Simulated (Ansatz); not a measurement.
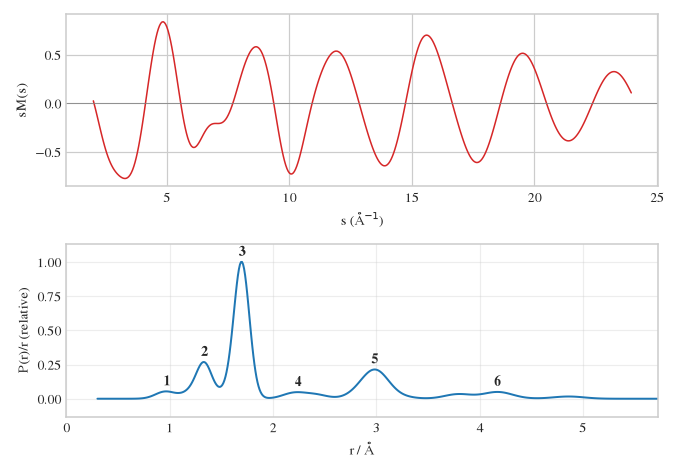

Simulated gas electron diffraction: reduced molecular intensity sM(s) from the Debye equation in the first Born approximation (top) and the radial distribution curve (bottom) of AlBH4O2. Each pair of atoms contributes with weight ZᵢZⱼ/r; damping constant 0.0015 Å²; vibrational amplitudes assumed, not computed: 0.05 Å for bonds, 0.078 Å for bonds to H, 0.06 + 0.015 r up to 0.15 Å for other pairs. The geometry is the end point of an optimisation (RKS PBE0/def2-SVP in Ansatz); it may be a saddle point or a higher isomer.

Read the positions of the numbered peaks and name the main pairs (– for bonds).

Answer. Peak 1, 0.97 Å: O–H 0.96 Å
Peak 2, 1.33 Å: B–H 1.22 Å (×2), O–B 1.34 Å, not resolved
Peak 3, 1.70 Å: Al–O 1.69–1.70 Å (×2)
Peak 4, 2.24 Å: O···H 2.21 Å (×2), Al···H 2.41 Å, not resolved
Peak 5, 2.98 Å: O···H 2.81–3.25 Å (×3), O···O 2.95 Å, Al···B 3.04 Å, not resolved
Peak 6, 4.17 Å: B···H 4.04–4.30 Å (×2), O···B 4.18 Å, not resolved
